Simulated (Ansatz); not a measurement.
# CH$_{4}$Al···H$_{2}$ (doublet): what the fields show

The calculation's input:

```
crystal:
  periodic: [false, false, false]
  atoms:
    - { symbol: Al, position_ang: [-0.064246, 0.024152, -0.257971] }
    - { symbol: H, position_ang: [-0.051619, 0.009761, 2.507946] }
    - { symbol: C, position_ang: [1.710729, 0.017925, -1.118287] }
    - { symbol: H, position_ang: [2.043603, -1.0245, -1.269201] }
    - { symbol: H, position_ang: [1.701578, 0.508539, -2.106673] }
    - { symbol: H, position_ang: [2.471315, 0.507419, -0.488514] }
    - { symbol: H, position_ang: [-1.38466, -0.036518, -1.192355] }
    - { symbol: H, position_ang: [0.009, -0.006877, 3.229254] }
magnetization:
  spin_polarized: true
  initial_magnetization: 1
basis:
  gaussian: { orbitals: def2-SVP }
hamiltonian:
  xc: pbe0
relax:
  f_tol: 0.03
  max_steps: 50
output:
  orbitals: {}
```

Command:

```sh
ansatz run input.yaml --threads 1 --pin off --max-ram 2048MiB --backend cpu --events-out ev --progress --plain --runs-dir out
```

The fields are those of the run's last geometry, not of the input's.

These are results of Ansatz 0.2.0, UKS PBE0/def2-SVP, not measurements.

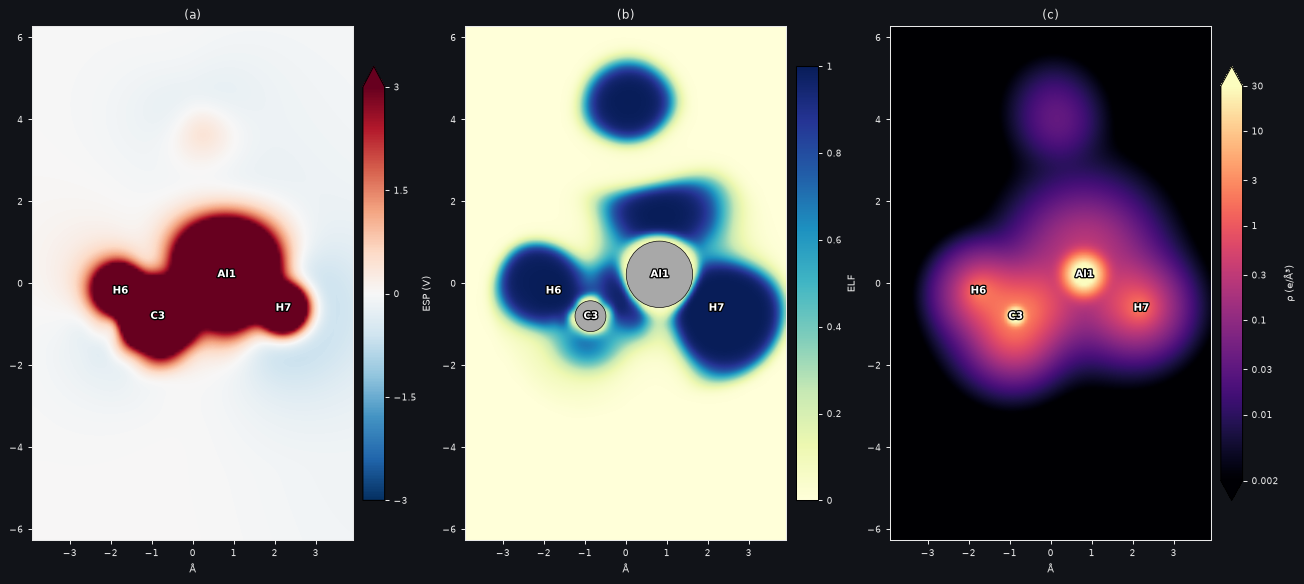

Figure 1. (a) electrostatic potential; (b) electron localisation function; (c) total electron density on the plane of atoms Al1, C3 and H6. Grey discs cover the atomic cores in the ELF map.

> Read the bonding off the picture.

Atoms in the plane: Al, C and H.
C–Al (1.97 Å): ρ is about 0.69 e/Å³ halfway; the ELF peaks at about 0.95 between the atoms (a shared but strongly polarised pair).
C–H (1.10 Å): ρ is about 1.8 e/Å³ halfway; the ELF climbs to about 1 towards the hydrogen, as it does in any bond to H: an ordinary covalent bond to hydrogen.
Al–H (1.61 Å): ρ at the midpoint is about 0.51 e/Å³; the ELF climbs to about 1 towards the hydrogen.
The ELF also peaks beside Al1, away from the bonds: non-bonding electrons, paired or unpaired.
Outside the dense part of the complex the potential is most negative (−0.6 V) near H7.

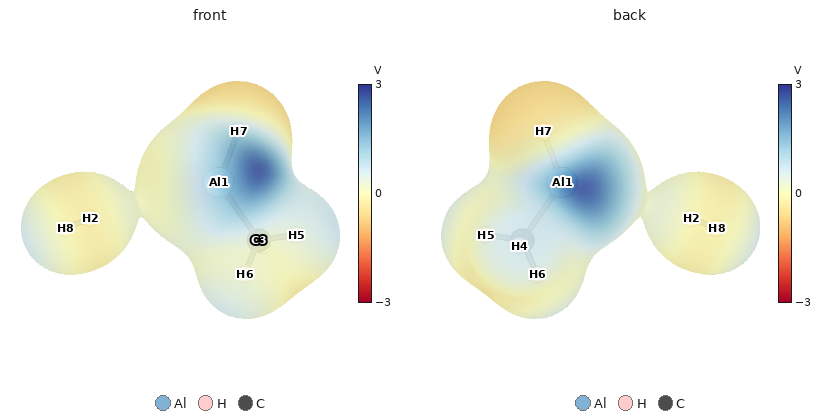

Figure 2. The electrostatic potential painted on the density surface at 0.002 e/bohr³, seen from the front and from behind; red is negative and blue positive.

> Where is the surface potential most negative and most positive?

The most negative region (about −0.6 V) lies over H7, the most positive (about +2.6 V) over Al1.

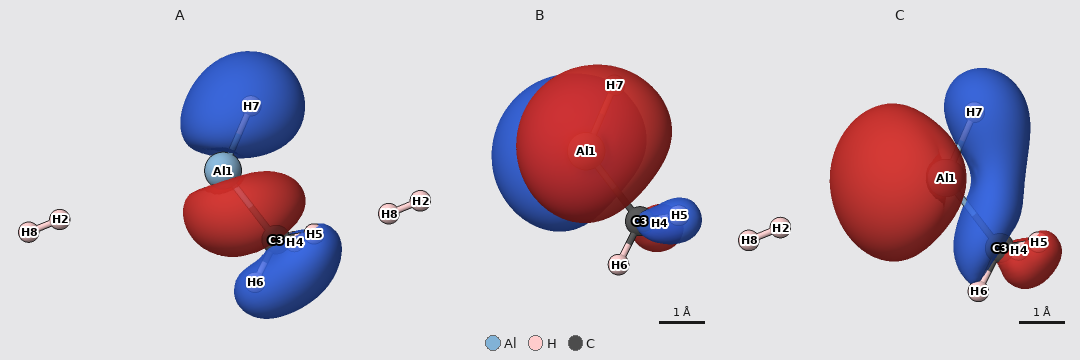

Figure 3. Three frontier orbitals at ±0.08 Å⁻³ᐟ² (blue and red are the two phases), in no order.

> Order the three orbitals by energy and name them. All are α orbitals.

A is the HOMO−1 (α) (−8.25 eV). By Hirshfeld shares it lies mainly on C3 (about 35 %), Al1 (about 30 %) and H7 (about 25 %). C is the HOMO (α) (−5.27 eV). Its weight (Hirshfeld) is mainly on Al1 (about 75 %), C3 (about 10 %) and H7 (about 10 %). B is the LUMO (α) (−1.65 eV). It lies mainly on Al1 (about 85 %).

> What is the gap between the highest occupied and lowest empty α orbitals?

3.62 eV between the orbital energies.
